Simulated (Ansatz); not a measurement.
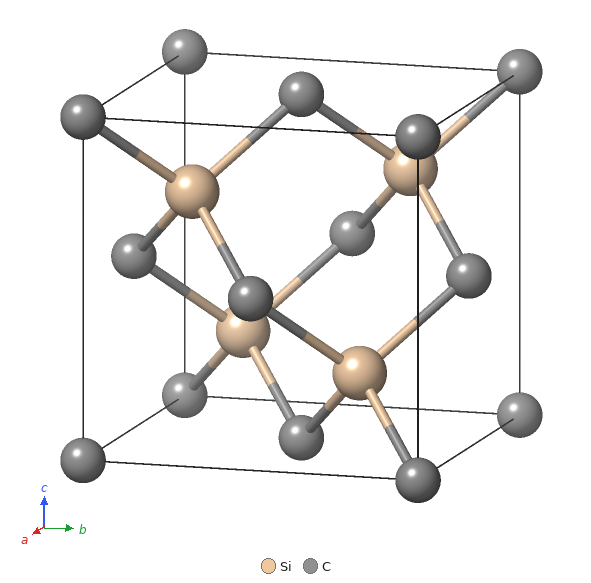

Drawn in the ball-and-stick manner and seen slightly off an axis. The wireframe shows the conventional unit cell. Cell: a = 4.329 Å, b = 4.329 Å, c = 4.329 Å, α = 90.00°, β = 90.00°, γ = 90.00°.

In words:

Composition: SiC. The symmetry is that of F-43m (No. 216), on a face-centred cubic lattice. The arrangement is known as zinc blende (sphalerite type). Atoms per cell: 8 (4 Si, 4 C). Si sits among four C in a tetrahedral arrangement at about 1.9 Å. Around each C lie four Si in a tetrahedral arrangement at about 1.9 Å. The bonds build a three-dimensional framework.

Its origin is a structure listed in the Materials Project. Earlier steps of the study may have refined or changed the cell and positions. An electronic-structure calculation with Ansatz was run on it.
